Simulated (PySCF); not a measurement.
Molecule: Al2(mu-Cl)2(Me)4, C4H12Al2Cl2, singlet. Atoms near the plane z = 0.0 Å, at the GFN2-xTB optimised geometry (x, y, z in Å): Al2 (0.0, 0.0, 0.0), Cl12 (-0.7, 2.1, 0.0), C13 (2.0, 0.0, 0.0), H14 (2.4, 0.2, -1.0), H15 (2.4, -1.0, 0.2), H16 (2.4, 0.7, 0.7), C17 (-1.4, -1.0, -1.1), H19 (-2.4, -0.8, -0.8), H20 (-1.3, -2.1, -0.9).

Level of theory: PBE0/def2-SVP (PySCF). Cells within 0.4 Å of a nucleus heavier than hydrogen are left out (blank, or x). The values are rescaled to run from 0 to 1.

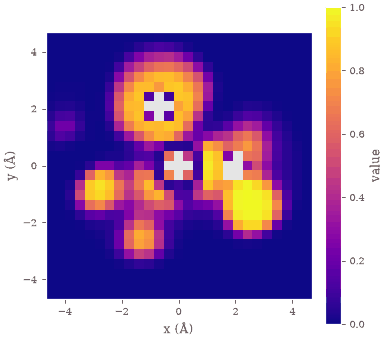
Fig. 1. a field on the plane z = 0.0 Å.

Question: Which quantity is mapped?
(A) electrostatic potential
(B) deformation density (molecule minus spherical neutral atoms)
(C) electron localisation function
(D) an orbital amplitude

Answer: C, electron localisation function
